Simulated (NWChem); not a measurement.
# C2H2ClSi− (SMILES C#C[SiH-]Cl): B3P86/STO-3G (DKH3)

Aim: the energy difference between two shapes of C2H2ClSi− at B3P86/STO-3G (DKH3), from 2 runs. 

The results are computed with NWChem 7.3.0.

2 further runs of the same task are left out: 2 set aside as unsound or not needed.

**1. The molecule**

C2H2ClSi−: 6 atoms, total charge -1, spin state singlet. SMILES: `C#C[SiH-]Cl`. Geometry: relaxed at GFN2-xTB.

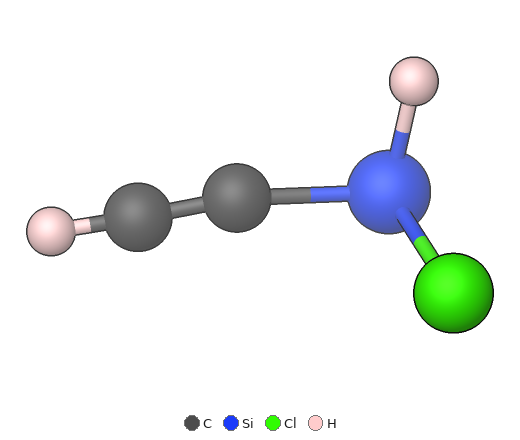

The structure, seen from a chosen angle (carbon dark grey, silicon blue, chlorine green, hydrogen pink).

**2. The energy at B3P86/STO-3G (DKH3)**

Input file run.py:

```python
from ase import Atoms
from ase.calculators.nwchem import NWChem

mol = Atoms('CCSiClHH', positions=[
    [0.758700, 0.541450, -1.456510],
    [0.250300, 0.345680, -0.379210],
    [-0.094570, 0.107390, 1.437140],
    [-0.513450, -2.167770, 1.399230],
    [1.141620, 0.692060, -2.430770],
    [-1.542600, 0.481190, 1.430120],
])

calc = NWChem(
    label='sp',
    theory='dft',
    memory='2200 mb',
    basis='STO-3G',
    basispar='spherical bse',
    charge=-1,
    relativistic={'douglas-kroll': 'dk3'},
    dft={'xc': 'b3p86', 'mult': '1', 'grid': 'medium', 'print': 'low'},
    task='energy',
)
mol.calc = calc

e = mol.get_potential_energy()
print(f"E = {e:.6f} eV")
```

On the command line:

```
export ASE_NWCHEM_COMMAND="nwchem PREFIX.nwi > PREFIX.nwo"
python run.py
```

Log:

```text
E = -22316.710468 eV
```

The calculator wrote sp.nwi:

```
title "sp"

permanent_dir sp

scratch_dir sp

start sp

geometry units angstrom nocenter noautosym noautoz
  C  7.5870000000000004e-01 5.4144999999999999e-01 -1.4565100000000000e+00
  C  2.5030000000000002e-01 3.4567999999999999e-01 -3.7920999999999999e-01
  Si -9.4570000000000001e-02 1.0739000000000000e-01 1.4371400000000001e+00
  Cl -5.1344999999999996e-01 -2.1677700000000000e+00 1.3992300000000000e+00
  H  1.1416200000000001e+00 6.9206000000000001e-01 -2.4307699999999999e+00
  H  -1.5426000000000000e+00 4.8119000000000001e-01 1.4301200000000001e+00
end

charge -1

memory 2200 mb

basis spherical bse noprint
   * library STO-3G
end

relativistic
  douglas-kroll dk3
end
dft
  xc b3p86
  mult 1
  grid medium
  print low
end

task dft energy
```

sp.nwo (excerpt; [...] marks lines left out):

```text
[...]
 d= 0,ls=0.0,diis     1   -820.0735082259 -9.77D+02  4.16D-02  2.31D-01     1.5
[...]
 d= 0,ls=0.0,diis     8   -820.1239895861  3.78D-09  6.28D-06  5.14D-08     5.2
         Total DFT energy =     -820.123989586088
      One electron energy =    -1458.610544841102
           Coulomb energy =      543.583528656629
    Exchange-Corr. energy =      -62.129043817849
 Nuclear repulsion energy =      157.032070416234
[...]
```

Run time: 6.3 s. Hardware: 1 thread of AMD EPYC 9R45 (Zen 5), shared host; peak memory 0.11 GiB.

**3. The distorted shape**

Input file run.py:

```python
from ase import Atoms
from ase.calculators.nwchem import NWChem

mol = Atoms(['C', 'C', 'Si', 'Cl', 'H', 'H'], positions=[
    [0.753999, 0.506483, -1.505424],
    [0.275544, 0.356253, -0.358289],
    [-0.076647, 0.115830, 1.451476],
    [-0.522692, -2.180742, 1.393667],
    [1.127243, 0.686910, -2.416186],
    [-1.521783, 0.460525, 1.438400],
])

calc = NWChem(
    label='c2h2clsi',
    theory='dft',
    memory='2200 mb',
    basis='STO-3G',
    basispar='spherical bse',
    charge=-1,
    relativistic={'douglas-kroll': 'dk3'},
    dft={'xc': 'b3p86', 'mult': '1', 'grid': 'medium'},
    task='energy',
)
mol.calc = calc

print(f"energy = {mol.get_potential_energy():.6f} eV")
print("dipole (e A):", mol.get_dipole_moment().round(4))
```

On the command line:

```
export ASE_NWCHEM_COMMAND="nwchem PREFIX.nwi > PREFIX.nwo"
python run.py
```

Log:

```text
energy = -22316.471202 eV
dipole (e A): [ 0.1947  0.9184 -0.8404]
```

The calculator wrote c2h2clsi.nwi:

```
title "c2h2clsi"

permanent_dir c2h2clsi

scratch_dir c2h2clsi

start c2h2clsi

geometry units angstrom nocenter noautosym noautoz
  C  7.5399899999999997e-01 5.0648300000000002e-01 -1.5054240000000001e+00
  C  2.7554400000000001e-01 3.5625299999999999e-01 -3.5828900000000002e-01
  Si -7.6647000000000007e-02 1.1583000000000000e-01 1.4514760000000000e+00
  Cl -5.2269200000000005e-01 -2.1807420000000000e+00 1.3936670000000000e+00
  H  1.1272430000000000e+00 6.8691000000000002e-01 -2.4161860000000002e+00
  H  -1.5217830000000001e+00 4.6052500000000002e-01 1.4383999999999999e+00
end

charge -1

memory 2200 mb

basis spherical bse noprint
   * library STO-3G
end

relativistic
  douglas-kroll dk3
end
dft
  xc b3p86
  mult 1
  grid medium
end

task dft energy
```

c2h2clsi.nwo (excerpt; [...] marks lines left out):

```text
[...]
          Wavefunction type:  closed shell.
          No. of atoms     :     6
          No. of electrons :    46
[...]
          Charge           :    -1
          Spin multiplicity:     1
[...]
          AO basis - number of functions:    30
[...]
              XC Information
              --------------
                        B3P86 Method XC Functional
                     Hartree-Fock (Exact) Exchange  0.200
                        Slater Exchange Functional  0.800 local
                    Becke 1988 Exchange Functional  0.720 non-local
                Perdew 1986 Correlation Functional  0.810 non-local
                  VWN I RPA Correlation Functional  1.000 local
[...]
 d= 0,ls=0.0,diis     1   -820.0604141172 -9.76D+02  4.47D-02  2.57D-01     1.6
[...]
 d= 0,ls=0.0,diis     8   -820.1151967162  7.33D-09  7.95D-06  8.66D-08     5.6
         Total DFT energy =     -820.115196716206
      One electron energy =    -1456.178508876704
           Coulomb energy =      542.375419757899
    Exchange-Corr. energy =      -62.115236587176
 Nuclear repulsion energy =      155.803128989775
[...]
```

Run time: 6.6 s. Hardware: 1 thread of AMD EPYC 9R45 (Zen 5), shared host; peak memory 0.11 GiB.

**4. What came out**

Level: B3P86/STO-3G (DKH3).

```
                                                              quantity          value
                                             first shape: total energy  -820.12399 Eh
                                         distorted shape: total energy  -820.11520 Eh
                                          distorted shape: HOMO energy        2.77 eV
                                          distorted shape: LUMO energy        8.40 eV
distorted shape: HOMO–LUMO gap (to an unbound level, set by the basis)        5.63 eV
                                energy change with the atoms displaced       0.239 eV
```

What this shows: With the atoms displaced the energy rises by 0.24 eV (5.5 kcal/mol). The first shape isn't relaxed at this level, so the change isn't measured from a minimum. The minimal basis adds a large error of its own. The HOMO (distorted shape) lies at positive energy, 2.77 eV; only total energies tell whether the electron is bound.
